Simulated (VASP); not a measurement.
Band structure of Cr (bcc, AFM order). Level of theory: AM05 GGA, VASP's PBE PAW potentials (set 64) (plane waves; VASP 6.6.1).

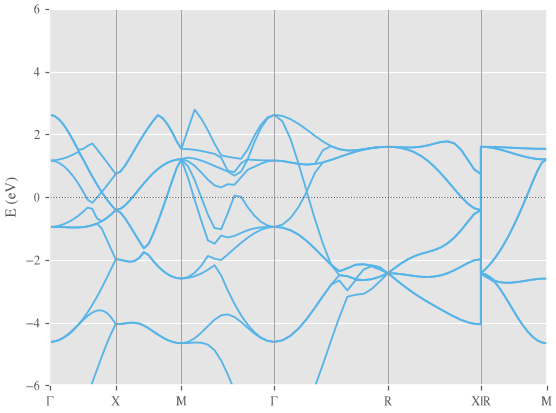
Figure. Bands along high-symmetry lines, zero at the valence-band maximum or, without a gap, the Fermi level

**Question.** Read the plot: is there a gap, and where are the band edges?

**Answer.** It has no gap at this level: it comes out as a metal or semimetal. (Edges off the drawn lines would not show.)

The compound is Cr in the bcc, AFM order structure. It was relaxed first, which changed the volume by -7 %. The run is not spin-polarised, so no magnetic state was tried.
